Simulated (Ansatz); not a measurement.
## Electronic structure of H4Sn···CH5N in real space

```xyz
12

Sn   -1.6470    1.2445   -0.6251
H    -0.1650    2.0660   -0.3541
H    -1.3574   -0.1806   -1.5369
H    -2.3613    0.8300    0.8806
H    -2.7164    2.2696   -1.4940
H     0.5467    0.0166    1.5489
N     0.6716   -0.9316    1.1970
C     1.6075   -0.9819    0.0841
H    -0.2472   -1.2873    0.9396
H     1.3390   -0.3787   -0.8099
H     1.7288   -2.0256   -0.2511
H     2.6006   -0.6411    0.4207
```

Core potentials replace the inner electrons of Sn.

The calculation used Ansatz, RKS B3LYP-D4/def2-SVP.

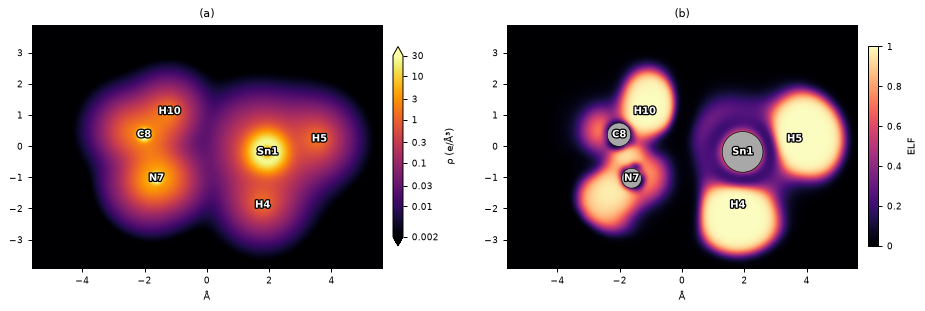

Figure 1. (a) electron density; (b) ELF on the plane of atoms N7, C8 and H10. Grey discs cover the atomic cores in the ELF map.

Question: Read the bonding off the picture.

Answer:
- Atoms in the plane: Sn, H, N and C.
- Sn1···N7 (3.66 Å): the density falls to about 0.04 e/Å³ on the way; the ELF dips to about 0 between them: a non-bonded, intermolecular contact.
- C–N (1.45 Å): the density is about 1.9 e/Å³ at the midpoint; the ELF peaks at about 0.95 between the atoms: a covalent bond.
- C–H (1.11 Å): ρ at the midpoint is about 1.9 e/Å³; the ELF climbs to about 1 towards the hydrogen, as it does in any bond to H; an ordinary covalent bond to hydrogen.
- Sn–H (1.72 Å): ρ at the midpoint is about 1.1 e/Å³; the ELF climbs to about 1 towards the hydrogen.
- The ELF also peaks beside N7, away from the bonds: lone-pair regions.

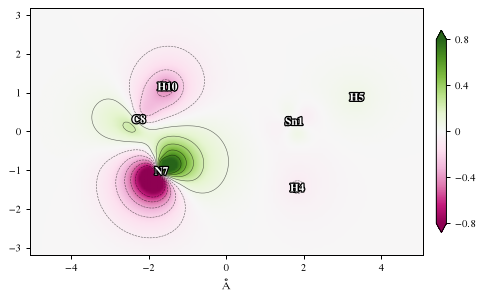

Figure 2. The HOMO on the plane of atoms H4, Sn1 and H5 (values in Å⁻³ᐟ²; the overall sign is arbitrary).

Question: What is the character of this orbital?

Answer: By Hirshfeld shares it lies mainly on N7 (about 70 %), C8 (about 10 %) and H10 (about 5 %); largely a lone pair of N7. Its energy is −6.36 eV.

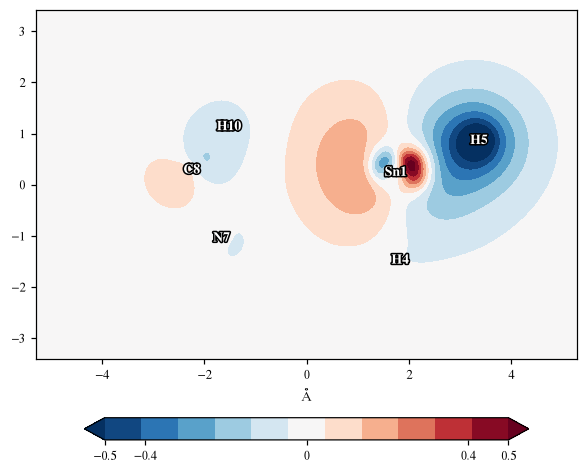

Figure 3. The HOMO−1 on the plane of atoms H4, Sn1 and H5 (values in Å⁻³ᐟ²; the overall sign is arbitrary).

Question: Where does this orbital lie, and at what energy?

Answer: It lies mainly on Sn1 (about 40 %), H5 (about 35 %), H3 (about 10 %) and H2 (about 10 %). Its energy is −8.93 eV.
